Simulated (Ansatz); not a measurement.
Cost and result by functional for the adsorption energy of CO on the 1x1 (110) surface of bcc W, one in a 2x2 cell, started at the site 'top W', in Ansatz (plane waves, PAW). Single points on the PBE structure, on one kind of machine; costs are rough ratios of the slab run's core time (references not counted) to the cheapest single point. r2SCAN's cost holds its higher cutoff (500 against 420 eV). Differences are taken against r2SCAN for comparison alone: no measured value is at hand, so the table doesn't rank accuracy.

Model: 18-atom slab, 6.6 Å thick at the start under the adsorbate (thin: gaps and levels are the slab's own), 6x6x1 mesh, Fermi-Dirac 0.1 eV, dipole correction, 8 atoms held, the rest relaxed; symmetry of the start imposed; no spin, no spin-orbit, no U, no dispersion correction. At the end it is bonded to W. In PBE this state lies 0.06 eV over the lowest of the starts that converged ('hollow W-W-W'). These notes are the PBE run's. Adsorption energies are against CO(g). A negative adsorption energy means that the adsorbate is more stable on the surface than in its reference.

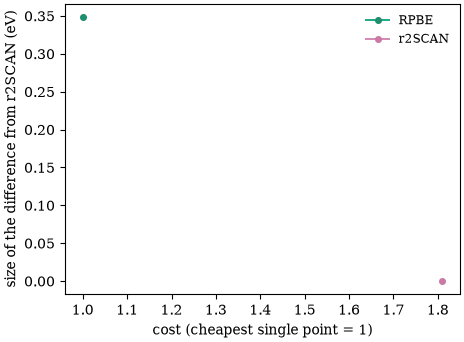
Figure: Difference from r2SCAN against cost

| functional | relative cost | adsorption energy (eV) | less r2SCAN (eV) |
|---|---|---|---|
| RPBE | 1 | -1.56 | 0.35 |
| r2SCAN | 2 | -1.91 | 0.00 |
| PBE (the relaxed run's value) | – | -1.81 | 0.10 |

The values span 0.35 eV, while the single points' costs differ by a factor of roughly 2. Differences are of unrounded values.

Ansatz is a first-principles code.
